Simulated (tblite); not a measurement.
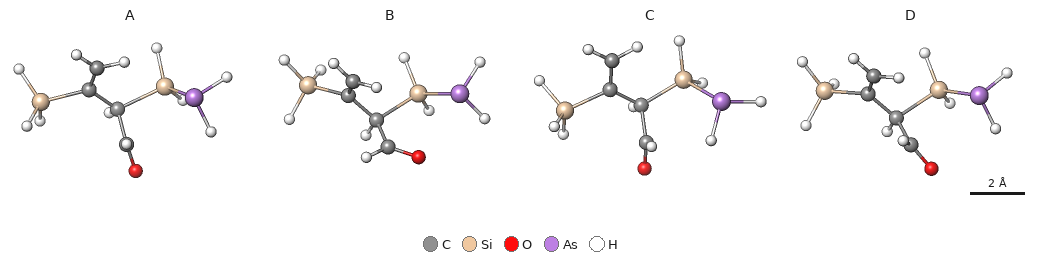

4 geometries from one relaxation of C4H11AsOSi2, in shuffled order. A ball-and-stick model, seen at a tilt.

The calculation used GFN2-xTB geometry optimisation, gas phase (tblite 0.8.0). 

Order the frames from highest to lowest energy.

C, A, D, B. They are steps 0, 108, 162, 261, at +1.405 eV, +0.152 eV, +0.066 eV relative to the last. After 261 geometry steps the energy has fallen by 1.405 eV. The atom that moves furthest after the best rigid fit is an H atom (2.60 Å). By element the largest moves are H 2.60 Å, O 2.29 Å, Si 1.18 Å, C 1.02 Å, As 0.38 Å. Near-neighbour distances that change, for instance: As–O 4.308 → 2.810 Å, C–Si 1.843 → 1.938 Å, As–H 1.563 → 1.490 Å, As–H 1.550 → 1.510 Å. Bond angles that change, for instance: H–As–H 108.3° → 89.4°, Si–As–H 112.0° → 93.2°, Si–As–H 110.6° → 92.3°. Groups turn about C–C by about 95°, C–C by about 70°, C–Si by about 45°.
